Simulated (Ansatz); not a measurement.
```xyz
12

Si    0.7608   -2.6713   -0.4164
O     0.3725   -1.0993   -0.1743
In   -1.2732   -0.0781    0.0997
Cl   -3.3318   -1.0810    0.1428
O    -1.0831    1.8476    0.3379
Si    0.1797    2.8911    0.3643
H     0.2176   -3.1629   -1.7133
H     2.2412   -2.7883   -0.4325
H     0.2148   -3.5334    0.6690
H     0.9196    2.8710   -0.9281
H     1.1371    2.5482    1.4523
H    -0.3551    4.2566    0.5987
```

Geometry: PBE0-D4/def2-TZVP; core potentials replace the inner electrons of In.

All numbers below come from RKS PBE0-D4/def2-TZVPP in Ansatz 0.2.0.

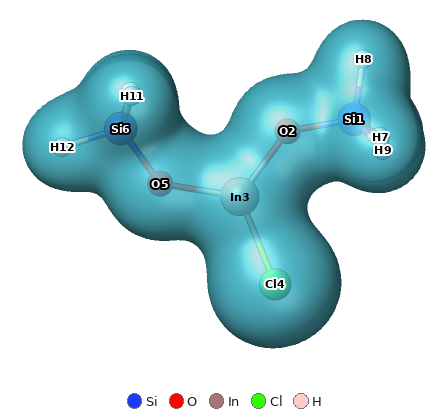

ClH6InO2Si2 (SMILES [SiH3][O][In]([Cl])[O][SiH3]). Isosurface of the electron density at 0.05 e/Å³ (cyan), seen across its widest extent.

**What does this surface tell about the bonding?**

At this value the surface is in one piece. It bridges the sampled Si–O (1.64 Å), In–O (1.95 Å), In–Cl (2.29 Å) and Si–H (1.49 Å) contacts, where the density stays above the isovalue. On the grid the lowest density along these lines, outside the cores, is 1 e/Å³ (Si–O, 1.64 Å), 0.8 e/Å³ (In–O, 1.95 Å), 0.62 e/Å³ (In–Cl, 2.29 Å) and 0.82 e/Å³ (Si–H, 1.49 Å).
